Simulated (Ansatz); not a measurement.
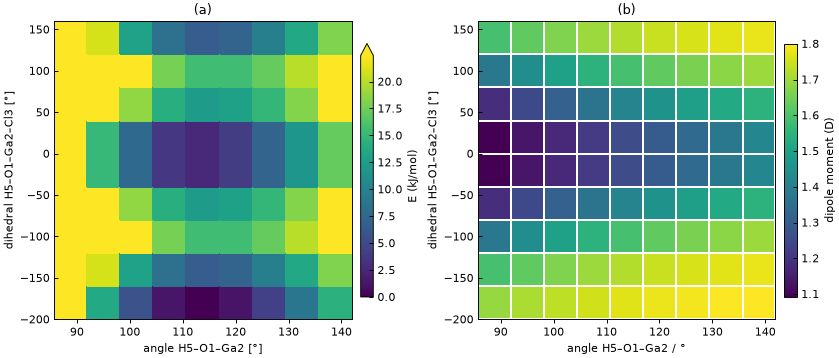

BrClGaHO, SMILES [OH][Ga]([Cl])[Br]. First axis: angle H5–O1–Ga2. Second axis: dihedral H5–O1–Ga2–Cl3. Nothing is relaxed (all other coordinates rigid). The grid has 9 × 9 points; 45 points were computed and 36 follow by symmetry. Points are written as (first, second). Energies: kJ/mol, counted from the lowest grid point. Computed with RKS PBE0-D4/def2-SVP (Ansatz 0.2.0).

Panel (a) is the energy; panel (b) is the computed dipole moment, in D.

Drawn: one coloured cell a grid point, one colour for all values above the top of the scale.

How does the dipole moment vary over the map, and what is it at the lowest grid point?

Leaving out the highest fifth of the energies, it runs from 1.13 D at (95.1°, −20°) to 1.80 D at (138.8°, −180°). At the lowest grid point, (113.8°, −180°), it is 1.76 D.
